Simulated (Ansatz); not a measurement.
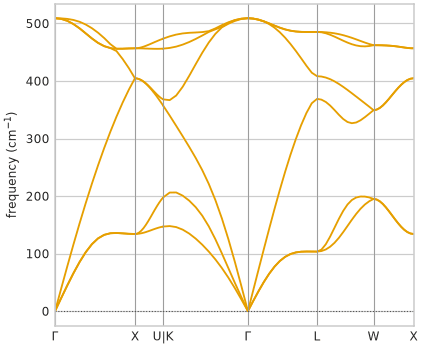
Phonon dispersion of Si (diamond, Fd-3m), DFT-PBEsol in the program Ansatz with PAW potentials; imaginary frequencies are drawn negative

Task: Is this phase dynamically stable?

Result: Yes, on this path no branch is imaginary.

Task: How high does the spectrum reach?

Result: About 510 cm⁻¹ (15.3 THz).

Symmetry was held in the PBEsol relaxation.

Potentials: the earlier of the program's two PAW sets. The files were generated under PBE; for other functionals the program regenerates the frozen cores, and for LDA and PBEsol the local potential too.
